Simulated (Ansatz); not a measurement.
**GeH2F: a changed input and its effect**

System: GeH2F, charge +1, SMILES [F][GeH2+].
Method of run A: RKS PBE0-D4/def2-TZVP (Ansatz 0.2.0).

Text and figures count atoms from 1; the logs count them from 0 in places.

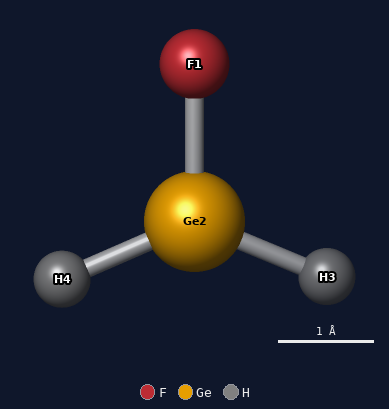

Figure 1. The structure (ball-and-stick view, seen on its broad side; atoms are numbered from 1 in the order of the input). Sticks mark near contacts.

### The input, run A
```yaml
crystal:
  periodic: [false, false, false]
  atoms:
    - { symbol: F, position_ang: [-0.81655, -0.68193, 1.131096] }
    - { symbol: Ge, position_ang: [0.062246, 0.051988, -0.086219] }
    - { symbol: H, position_ang: [-0.759018, 0.324475, -1.33692] }
    - { symbol: H, position_ang: [1.513322, 0.305477, 0.292054] }
total_charge: 1
basis:
  gaussian: { orbitals: def2-TZVP }
hamiltonian:
  xc: pbe0
  dispersion: d4
output:
  forces: true
```

Command:
```bash
ansatz run input.yaml --threads 1 --pin off --max-ram 2560MiB --backend cpu --events-out ev --progress --plain --runs-dir out
```

Hardware: 1 thread of Arm Neoverse V2, 24 GiB of memory available, shared host.

### Output (run A)
```
Engine: ansatz 0.2.0, aarch64-unknown-linux-gnu
Functional definition: PBE0
  parameter a = 0.25
  parameter kappa = 0.804
  parameter beta = 0.06672455060314922
  exchange = (1 - a)*pbe_x(kappa = kappa, mu = beta*pi^2/3) + a*exact_x
  correlation = pbe_c(beta = beta)
645 factors; their error is unknown
mean field evaluation 1: about -59238.5323 eV, gradient 9.1e1 eV
mean field evaluation 2: about -59033.6403 eV, gradient 2.4e2 eV
mean field evaluation 4: about -59250.0960 eV, gradient 4.4e0 eV
mean field evaluation 8: about -59250.4101 eV, gradient 1.6e-1 eV
mean field evaluation 16: about -59250.4101 eV, gradient 1.4e-5 eV
mean field -59250.41007876 eV, -2177.4124090239 hartree, gradient 1.4e-5 eV, S^2 0.000000; 0 other end points of the search recorded, 0 dependent functions left out
the calculation of the forces begins
reference -59250.41009909 eV, -2177.4124097710 hartree; 21, 21 occupied and 70, 70 virtual orbitals, 645 factors
Total energy: -59250.43329305 eV, -2177.4132621336 hartree
Atom 0 at    -0.816550    -0.681930     1.131096 Å, force     0.000053     0.000044    -0.000073 eV/Å
Atom 1 at     0.062246     0.051988    -0.086219 Å, force    -0.000258    -0.000215     0.000357 eV/Å
Atom 2 at    -0.759018     0.324475    -1.336920 Å, force     0.000008     0.000086    -0.000210 eV/Å
Atom 3 at     1.513322     0.305477     0.292054 Å, force     0.000197     0.000085    -0.000074 eV/Å
Dipole moment:     0.377296     0.315095    -0.522635 e Å
```

For run B the input was changed thus:
```diff
-    - { symbol: F, position_ang: [-0.81655, -0.68193, 1.131096] }
-    - { symbol: Ge, position_ang: [0.062246, 0.051988, -0.086219] }
-    - { symbol: H, position_ang: [-0.759018, 0.324475, -1.33692] }
-    - { symbol: H, position_ang: [1.513322, 0.305477, 0.292054] }
+    - { symbol: F, position_ang: [-0.81892, -0.673075, 1.134507] }
+    - { symbol: Ge, position_ang: [0.064095, 0.042789, -0.088905] }
+    - { symbol: H, position_ang: [-0.878943, 0.573077, -1.326542] }
+    - { symbol: H, position_ang: [1.544738, 0.552814, 0.410924] }
```

What does this change do to the results?

### Output (run B)
```
Engine: ansatz 0.2.0, aarch64-unknown-linux-gnu
Functional definition: PBE0
  parameter a = 0.25
  parameter kappa = 0.804
  parameter beta = 0.06672455060314922
  exchange = (1 - a)*pbe_x(kappa = kappa, mu = beta*pi^2/3) + a*exact_x
  correlation = pbe_c(beta = beta)
645 factors; their error is unknown
mean field evaluation 1: about -59237.9492 eV, gradient 9.1e1 eV
mean field evaluation 2: about -59039.9627 eV, gradient 2.5e2 eV
mean field evaluation 4: about -59249.7864 eV, gradient 3.0e0 eV
mean field evaluation 8: about -59249.8046 eV, gradient 1.2e-1 eV
mean field evaluation 16: about -59250.0875 eV, gradient 6.3e-5 eV
mean field -59250.08753346 eV, -2177.4005557029 hartree, gradient 6.3e-5 eV, S^2 0.000000; 0 other end points of the search recorded, 0 dependent functions left out
the calculation of the forces begins
reference -59250.08755416 eV, -2177.4005564637 hartree; 21, 21 occupied and 70, 70 virtual orbitals, 645 factors
Total energy: -59250.11082119 eV, -2177.4014115111 hartree
Atom 0 at    -0.818920    -0.673075     1.134507 Å, force     0.027726    -0.280261    -0.041945 eV/Å
Atom 1 at     0.064095     0.042789    -0.088905 Å, force     0.302147     1.913079    -0.399170 eV/Å
Atom 2 at    -0.878943     0.573077    -1.326542 Å, force     0.995884    -0.826114     1.052716 eV/Å
Atom 3 at     1.544738     0.552814     0.410924 Å, force    -1.325757    -0.806704    -0.611600 eV/Å
Dipole moment:     0.387953     0.286819    -0.537831 e Å
```

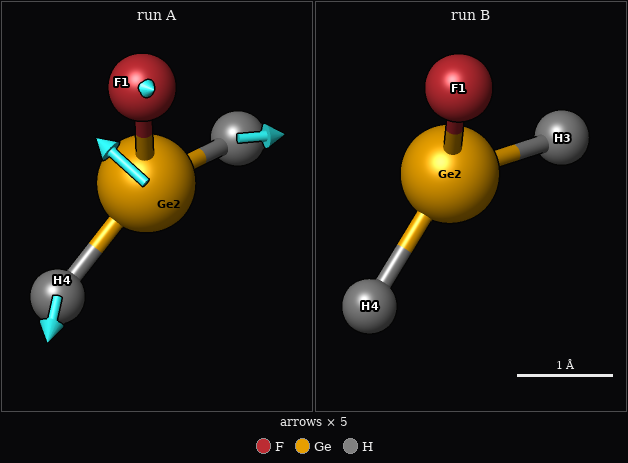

Figure 2. The two input geometries at one scale (ball-and-stick view, seen at a tilt). The teal arrows on the first give the shifts of the atoms after the best rigid fit, magnified 5 times. The largest move after the best rigid fit is that of Ge2, 0.15 Å. Largest moves by element: Ge 0.15 Å, H 0.11 Å, F 0.05 Å. Among the contacts that change: Ge2–H3 1.521 → 1.644 Å.

### The two runs side by side

| quantity | run A | run B |
| --- | --- | --- |
| outcome | converged | converged |
| total energy (hartree) | – | −2177.401412 |
| largest force (eV/Å) | – | 1.977 |
| basis functions | – | 91 |
| wall time (shared host) | 3.4 min | 1.5 s |
